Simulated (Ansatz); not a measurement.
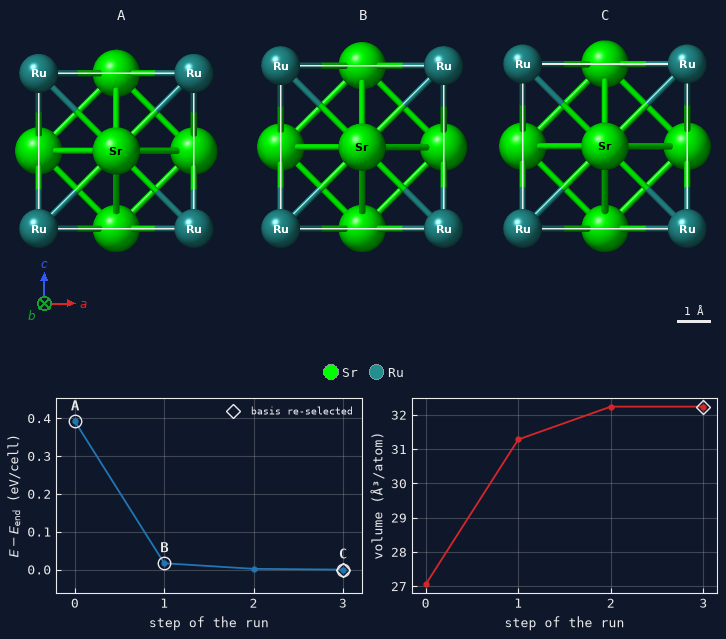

Frames of a relaxation of a crystal of Sr₃Ru (built on the Cu3Au (L1_2)_221 type) (coarse preliminary run), marked on the history of the run. The picture is a ball-and-stick view of the cell of the calculation, seen along the b axis.

Case: Cu3Au (L1_2) type (Pm-3m, No. 221).

Theory: Ansatz 0.2.0, DFT PBE, scalar-relativistic, plane waves, PAW. Settings: plane-wave cutoff 420 eV; k-point mesh 4 × 4 × 4; occupations gaussian; smearing width 0.1 eV; no spin polarisation; cell and atoms relaxed; force threshold 0.04 eV/Å; at most 70 steps.

Describe the path.

Answer. The atoms keep their places relative to the cell (all moves are under 0.005 Å). Cell: a = b = c 4.765 → 5.052 Å (+6.0 %). Volume +19.2 %. Near-neighbour distances that change, for instance: Sr–Sr 3.370 → 3.573 Å, Ru–Sr 3.370 → 3.573 Å. The space group stays Pm-3m (No. 221). Over 2 accepted moves (3 points after the start) the energy falls by 0.392 eV per cell of the calculation. All forces vanish by symmetry, so only the cell relaxes. Pressure: 6.64 GPa at the start and 0.24 GPa at the end. At 1 point the geometry stayed and the basis and grid were re-selected for the new cell (energy shift of 2.1 meV per cell of the calculation at most each time). The run took 8.1 s on 1 thread of Intel(R) Xeon(R) Platinum 8375C CPU @ 2.90GHz (Ice Lake), with other jobs on the host, peak memory 0.42 GiB. From step 0 to 1: volume +15.6 %, energy −0.375 eV per cell of the calculation. From step 1 to 3: volume +3.1 %, energy −16.8 meV per cell of the calculation.
